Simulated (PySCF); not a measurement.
**GeHF3 (SMILES [F][GeH]([F])[F]) at 6 levels**

Aim: a comparison of 6 runs (BLYP/aug-cc-pVDZ, PBE/aug-cc-pVDZ, SVWN5/aug-cc-pVDZ, TPSS/aug-cc-pVDZ, revPBE/aug-cc-pVDZ, CCSD(T)/aug-cc-pVDZ) of GeHF3. Input form: a Python script.

The calculation is run with PySCF 2.14.0.

1 further run of the same task is left out (set aside as unsound or not needed).

## 1. The structure to begin with

GeHF3: 5 atoms, total charge 0, spin state singlet. SMILES: `[F][GeH]([F])[F]`. The F1–Ge2 distance was set to 2.561 Å, away from the relaxed value. At this shape a bond of the SMILES string is far longer than usual.

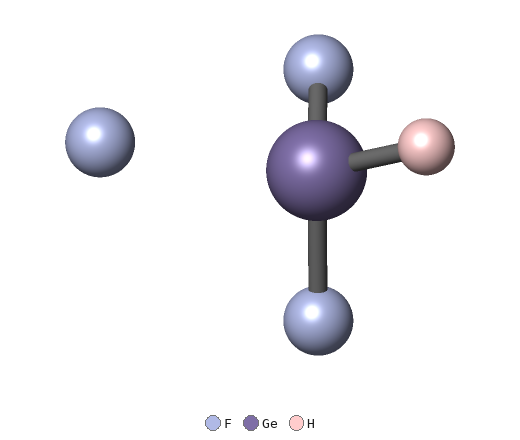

Viewed from a chosen angle; fluorine light blue, germanium purple, hydrogen pink.

## 2. The energy at BLYP/aug-cc-pVDZ (run 1)

run.py

```python
from pyscf import gto, dft

mol = gto.Mole()
mol.atom = '''
F     -0.798424    -2.072682     4.225773
Ge     0.180658    -0.016441    -0.044031
F     -1.271975     2.864258    -0.021354
F     -1.338115    -1.783901    -2.275230
H      2.995594     0.183870    -0.539895
'''
mol.max_memory = 1860
mol.basis = 'aug-cc-pvdz'
mol.verbose = 4
mol.spin = 0
mol.charge = 0
mol.unit = 'bohr'
mol.build()

myscf = dft.RKS(mol)
myscf.xc = 'blyp'
myscf.conv_tol = 1e-10
myscf.grids.level = 5
myscf.kernel()
if not myscf.converged:
    myscf = myscf.newton().run(myscf.mo_coeff, myscf.mo_occ)

etot = myscf.e_tot
print(f'total energy: {etot:.8f} hartree')
```

On the command line:

```console
$ OMP_NUM_THREADS=1 python run.py
```

Standard output:

```text
PySCF version 2.14.0

[INPUT] num. atoms = 5
[INPUT] num. electrons = 60
[INPUT] charge = 0
[INPUT] spin (= nelec alpha-beta = 2S) = 0
[INPUT] symmetry False subgroup None
[INPUT] Mole.unit = bohr
[INPUT] Symbol           X                Y                Z      unit          X                Y                Z       unit  Magmom
[INPUT]  1 F     -0.422507785452  -1.096816079884   2.236182770121 AA   -0.798424000000  -2.072682000000   4.225773000000 Bohr   0.0
[INPUT]  2 Ge     0.095600096570  -0.008700202525  -0.023300201774 AA    0.180658000000  -0.016441000000  -0.044031000000 Bohr   0.0
[INPUT]  3 F     -0.673100182860   1.515700059795  -0.011300050162 AA   -1.271975000000   2.864258000000  -0.021354000000 Bohr   0.0
[INPUT]  4 F     -0.708099963590  -0.943999755737  -1.203999865602 AA   -1.338115000000  -1.783901000000  -2.275230000000 Bohr   0.0
[INPUT]  5 H      1.585200077969   0.097299813772  -0.285700130290 AA    2.995594000000   0.183870000000  -0.539895000000 Bohr   0.0

[... 72 lines left out ...]
converged SCF energy = -2377.19199656067
total energy: -2377.19199656 hartree
```

It took 31 s on 1 thread of Intel Xeon at 2.70GHz, shared host; peak memory 0.62 GiB.

## 3. A single-point energy at PBE/aug-cc-pVDZ (run 2)

geometry.xyz

```xyz
5

F     -0.422508    -1.096816     2.236183
Ge     0.095600    -0.008700    -0.023300
F     -0.673100     1.515700    -0.011300
F     -0.708100    -0.944000    -1.204000
H      1.585200     0.097300    -0.285700
```

job.py

```python
from pyscf import gto, dft

mol = gto.Mole()
mol.atom = 'geometry.xyz'
mol.basis = 'aug-cc-pvdz'
mol.charge = 0
mol.verbose = 4
mol.max_memory = 1860
mol.build()

myscf = dft.RKS(mol)
myscf.xc = 'pbe'
myscf.conv_tol = 1e-10
myscf.grids.level = 5
myscf.kernel()
if not myscf.converged:
    myscf = myscf.newton().run(myscf.mo_coeff, myscf.mo_occ)

e_final = myscf.e_tot
print('E = %.10f Eh' % e_final)
```

On the command line:

```console
$ OMP_NUM_THREADS=1 python job.py
```

Standard output:

```text
PySCF version 2.14.0

[INPUT] num. atoms = 5
[INPUT] num. electrons = 60
[INPUT] charge = 0
[INPUT] spin (= nelec alpha-beta = 2S) = 0
[INPUT] symmetry False subgroup None
[INPUT] Mole.unit = angstrom
[INPUT] Symbol           X                Y                Z      unit          X                Y                Z       unit  Magmom
[INPUT]  1 F     -0.422508000000  -1.096816000000   2.236183000000 AA   -0.798424405438  -2.072681849041   4.225773434408 Bohr   0.0
[INPUT]  2 Ge     0.095600000000  -0.008700000000  -0.023300000000 AA    0.180657817508  -0.016440617284  -0.044030618702 Bohr   0.0
[INPUT]  3 F     -0.673100000000   1.515700000000  -0.011300000000 AA   -1.271974654445   2.864257887003  -0.021353905208 Bohr   0.0
[INPUT]  4 F     -0.708100000000  -0.944000000000  -1.204000000000 AA   -1.338115068805  -1.783901461589  -2.275230253976 Bohr   0.0
[INPUT]  5 H      1.585200000000   0.097300000000  -0.285700000000 AA    2.995593852661   0.183870351920  -0.539894753788 Bohr   0.0

[... 73 lines left out ...]
converged SCF energy = -2376.55567908339
E = -2376.5556790834 Eh
```

Run time: 32 s. Hardware: 1 thread of Intel Xeon at 2.70GHz, shared host; peak memory 0.62 GiB.

## 4. The energy at SVWN5/aug-cc-pVDZ (run 3)

calc.py

```python
from pyscf import gto, dft

molecule = gto.M(
    atom='''
F     -0.422508    -1.096816     2.236183
Ge     0.095600    -0.008700    -0.023300
F     -0.673100     1.515700    -0.011300
F     -0.708100    -0.944000    -1.204000
H      1.585200     0.097300    -0.285700
''',
    verbose=4,
    max_memory=1860,
    basis='aug-cc-pvdz',
    charge=0,
)

mf = dft.RKS(molecule)
mf.xc = 'svwn'
mf.grids.level = 5
mf.conv_tol = 1e-10
mf.kernel()
if not mf.converged:
    mf = mf.newton().run(mf.mo_coeff, mf.mo_occ)

energy = mf.e_tot
print(f'total energy: {energy:.8f} hartree')
```

On the command line:

```console
$ OMP_NUM_THREADS=1 python calc.py
```

Standard output:

```text
PySCF version 2.14.0

[INPUT] num. atoms = 5
[INPUT] num. electrons = 60
[INPUT] charge = 0
[INPUT] spin (= nelec alpha-beta = 2S) = 0
[INPUT] symmetry False subgroup None
[INPUT] Mole.unit = angstrom
[INPUT] Symbol           X                Y                Z      unit          X                Y                Z       unit  Magmom
[INPUT]  1 F     -0.422508000000  -1.096816000000   2.236183000000 AA   -0.798424405438  -2.072681849041   4.225773434408 Bohr   0.0
[INPUT]  2 Ge     0.095600000000  -0.008700000000  -0.023300000000 AA    0.180657817508  -0.016440617284  -0.044030618702 Bohr   0.0
[INPUT]  3 F     -0.673100000000   1.515700000000  -0.011300000000 AA   -1.271974654445   2.864257887003  -0.021353905208 Bohr   0.0
[INPUT]  4 F     -0.708100000000  -0.944000000000  -1.204000000000 AA   -1.338115068805  -1.783901461589  -2.275230253976 Bohr   0.0
[INPUT]  5 H      1.585200000000   0.097300000000  -0.285700000000 AA    2.995593852661   0.183870351920  -0.539894753788 Bohr   0.0

[... 72 lines left out ...]
converged SCF energy = -2372.08985834625
total energy: -2372.08985835 hartree
```

Wall time 16 s (1 thread of Intel Xeon at 2.70GHz, shared host); peak memory 0.42 GiB.

Runs 4 to 5 aren't shown in full; the table further down has their settings and results.

## 5. A single-point energy at CCSD(T)/aug-cc-pVDZ (run 6)

calc.py

```python
from pyscf import gto, scf, cc

mol = gto.M(
    atom=[
    ('F', (-0.422508, -1.096816, 2.236183)),
    ('Ge', (0.095600, -0.008700, -0.023300)),
    ('F', (-0.673100, 1.515700, -0.011300)),
    ('F', (-0.708100, -0.944000, -1.204000)),
    ('H', (1.585200, 0.097300, -0.285700)),
],
    verbose=3,
    charge=0,
    basis='aug-cc-pvdz',
    max_memory=1860,
    spin=0,
)

myscf = scf.RHF(mol)
myscf.conv_tol = 1e-10
myscf.kernel()
if not myscf.converged:
    myscf = myscf.newton().run(myscf.mo_coeff, myscf.mo_occ)

mycc = cc.CCSD(myscf, frozen=12)
mycc.kernel()
e_t = mycc.ccsd_t()
e_final = mycc.e_tot + e_t
print('E(%s) = %.9f' % ('CCSD(T)', e_final))
```

On the command line:

```console
$ OMP_NUM_THREADS=1 python calc.py
```

Standard output:

```text
converged SCF energy = -2374.24945083201
E(CCSD) = -2375.019360208546  E_corr = -0.7699093765313956
CCSD(T) correction = -0.0246295129328516
E(CCSD(T)) = -2375.043989721
```

Run time: 2.2 min. Hardware: 1 thread of Intel Xeon at 2.70GHz, shared host; peak memory 1 GiB.

## 6. Overview of the runs

```csv
run,level,integration grid,frozen core orbitals,energy (Eh),dipole moment (D) of the reference,HOMO energy (eV),LUMO energy (eV),wall time
1,BLYP/aug-cc-pVDZ,5,–,-2377.191997,4.86,-7.40,-5.24,31 s
2,PBE/aug-cc-pVDZ,5,–,-2376.555679,4.86,-7.42,-5.26,32 s
3,SVWN5/aug-cc-pVDZ,5,–,-2372.089858,4.96,-7.61,-5.53,16 s
4,TPSS/aug-cc-pVDZ,5,–,-2377.144127,4.81,-7.55,-5.16,48 s
5,revPBE/aug-cc-pVDZ,5,–,-2376.891782,4.84,-7.35,-5.15,31 s
6,CCSD(T)/aug-cc-pVDZ,–,12,-2375.043990,6.11,-13.44,-0.97,2.2 min
```

## 7. Summary of results

| quantity | value |
| --- | --- |
| run 6: total energy | -2375.04399 Eh |
| run 6: dipole moment (Hartree–Fock density) | 6.11 D |
| run 6: HOMO energy (Hartree–Fock orbitals) | -13.44 eV |
| run 6: LUMO energy (Hartree–Fock orbitals) | -0.97 eV |
| run 6: HOMO–LUMO gap (Hartree–Fock orbitals) | 12.47 eV |
| run 6: correlation energy (12 core orbitals frozen) | -794.5 mEh |
| run 6: (T) correction | -24.63 mEh |
| run 6: T1 diagnostic | 0.021 |

What this shows: Over runs 1, 2, 3, 4, 5 the dipole moment (its size) runs from 4.81 D (TPSS/aug-cc-pVDZ) to 4.96 D (SVWN5/aug-cc-pVDZ). Over runs 1, 2, 3, 4, 5 the HOMO–LUMO gap runs from 2.09 eV (SVWN5/aug-cc-pVDZ) to 2.39 eV (TPSS/aug-cc-pVDZ). Totals of different functionals can't be ranked against each other. All runs together took 4.9 min, the longest 2.2 min.
